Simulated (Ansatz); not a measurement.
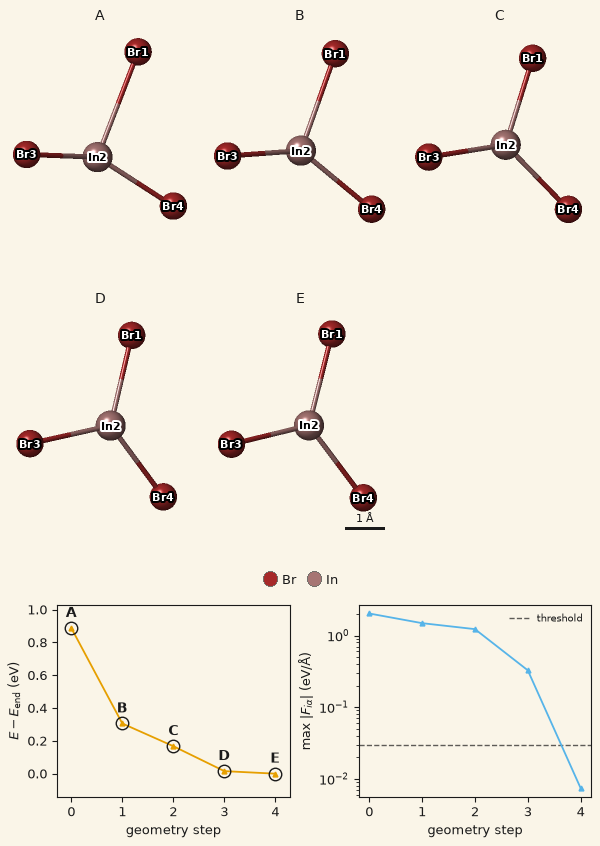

Frames of a relaxation of InBr3 (coarse preliminary run), marked on the history of the run. A ball-and-stick model, seen at a tilt.

The start comes from a force field.

Theory: RKS PBE-D4/def2-SVP (Ansatz). Settings: force threshold 0.03 eV/Å; at most 200 steps.

What happens along the run?

Answer. Over 4 geometry steps the energy falls by 0.888 eV. The largest force component goes from 2 to 0.0074 eV/Å. In2 moves most after the best rigid fit: 0.50 Å. By element the largest moves are In 0.50 Å, Br 0.35 Å. Among the contacts that change: Br1–In2 2.929 → 2.483 Å, In2–Br3 2.509 → 2.483 Å, In2–Br4 2.458 → 2.483 Å. Among the angles between lasting bonds that change: Br3–In2–Br4 144.8° → 120.2°, Br1–In2–Br4 98.2° → 119.8°, Br1–In2–Br3 109.3° → 120.0°. Cost: 13 s on 4 threads of Arm Neoverse N1, on a shared host. From step 0 to 1: In2 moves most (0.19 Å), energy −0.582 eV. From step 1 to 2: In2 moves most (0.19 Å), energy −0.138 eV. From step 2 to 3: In2 moves most (0.20 Å), energy −0.152 eV. From step 3 to 4: In2 moves most (0.08 Å), energy −0.015 eV.

```
step  E − E(0), eV  largest force component, eV/Å
   0        0.0000                         2.0297
   1       -0.5819                         1.4874
   2       -0.7202                         1.2277
   3       -0.8723                         0.3269
   4       -0.8877                         0.0074
```
